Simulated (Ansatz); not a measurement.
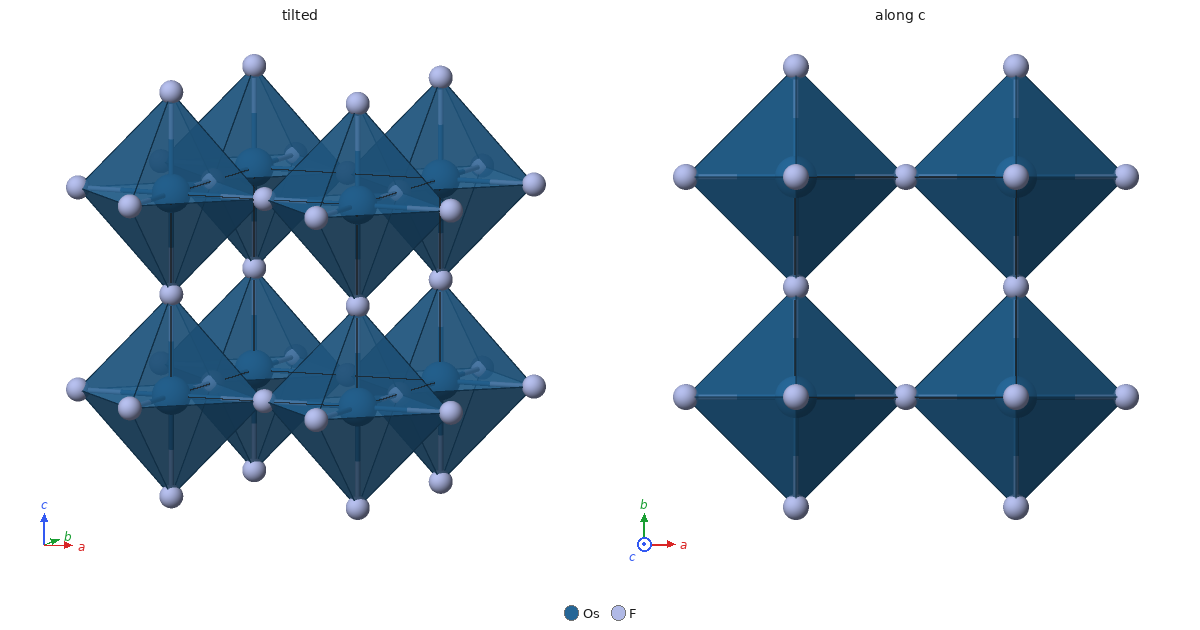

Drawn in the polyhedral manner and seen slightly off an axis and along the c axis. One conventional unit cell is framed, with atoms on its boundary repeated. A few atoms beyond the faces are included.

OsF$_{3}$, ReO₃ type, space group Pm-3m (No. 221), a = 4.030 Å, b = 4.030 Å, c = 4.030 Å, α = 90.00°, β = 90.00°, γ = 90.00°. Origin of the cell: a structure type filled with these elements by a generator (whether the compound takes this form wasn't checked). Earlier steps of the study, as a rule a relaxation of our own, may have changed the cell and positions, so they can lie some per cent off the listed ones. Ansatz was used for an electronic-structure calculation on it.

This one geometry was computed with Ansatz (DFT, plane waves, PAW) at five levels of theory: PBE, PBE with spin-orbit coupling, PBEsol, LDA and r2SCAN.

Which level gives the highest pressure at this volume, and what does that say about its equilibrium volume?

Highest: PBE with spin-orbit coupling (2.1 GPa), which points to the largest equilibrium volume. Lowest, with the smallest volume: LDA (-8.4 GPa). Levels within 0.5 GPa of each other can't be told apart.

How does the band gap change with the level of theory?

All levels give a metal.

Collect the results in a table.

| level | cutoff (eV) | k-mesh of the run's cell | gap (eV) | pressure (GPa) | absolute moment (μB/atom) |
| --- | --- | --- | --- | --- | --- |
| PBE | 420 | 10×10×10 | metal | 0.0 | 0.07 |
| PBE with spin-orbit coupling | 420 | 10×10×10 | metal | 2.1 | 0.00 |
| PBEsol | 420 | 10×10×10 | metal | -4.5 | 0.07 |
| LDA | 420 | 10×10×10 | metal | -8.4 | 0.05 |
| r2SCAN | 500 | 10×10×10 | metal | -2.1 | 0.26 |

Gaps are taken on the k-mesh or band path of each run.
